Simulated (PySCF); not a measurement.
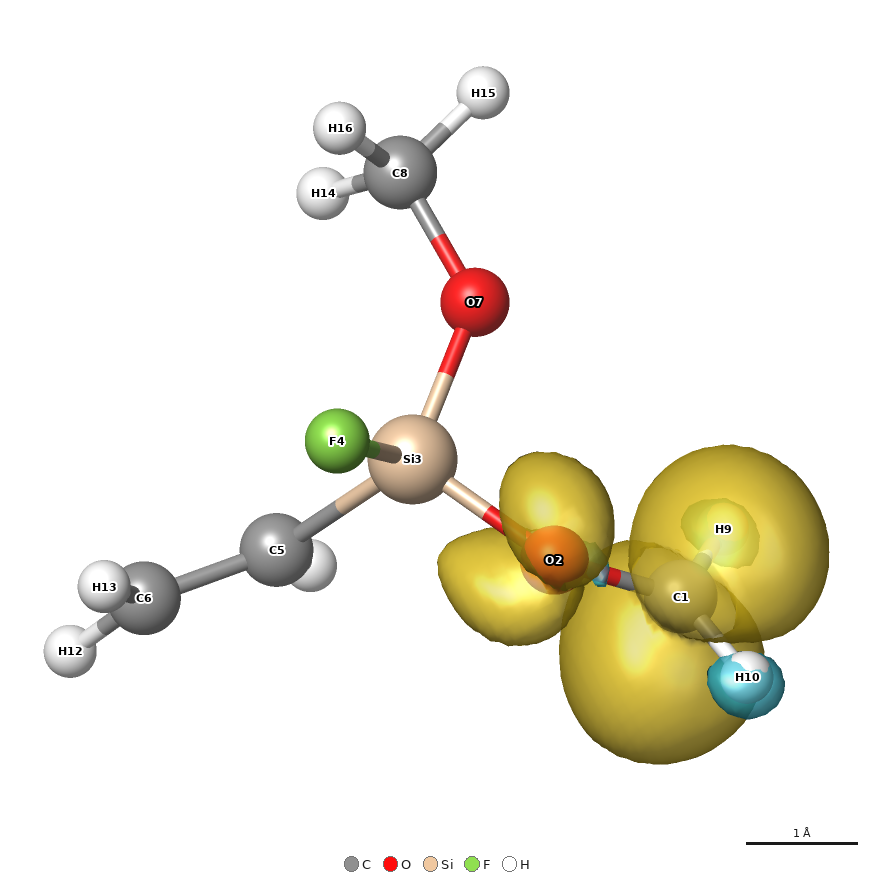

The picture shows: C$_{4}$H$_{8}$FO$_{2}$Si (doublet). Isosurfaces of the spin density at +0.02 (yellow) and −0.02 e/Å³ (cyan), seen across its widest extent.

Geometry: GFN2-xTB.

Method: PySCF, UKS B3LYP, pcH-1 on C F H O Si, non-relativistic, mean-field spin-orbit, GIAO.

```xyz
16

C    -1.5971    2.4204   -0.3615
O    -0.7696    1.7732    0.4627
Si   -0.0635    0.3185    0.4909
F     0.4048    0.2364    2.0279
C     1.4510    0.1653   -0.6121
C     2.7018    0.0859   -0.1779
O    -1.2200   -0.7731    0.2009
C    -1.1736   -2.1755    0.2003
H    -2.1940    1.8683   -1.0613
H    -1.7931    3.4458   -0.1169
H     1.2850    0.1633   -1.6843
H     3.5427    0.0158   -0.8503
H     2.9322    0.0886    0.8743
H    -0.4378   -2.5386   -0.5199
H    -2.1646   -2.5355   -0.0758
H    -0.9119   -2.5497    1.1914
```

**Which atoms carry the spin?**

The unpaired spin (1 electron) lies mostly on C1 (about 0.7) and O2 (about 0.2), in electrons by Hirshfeld's partition.
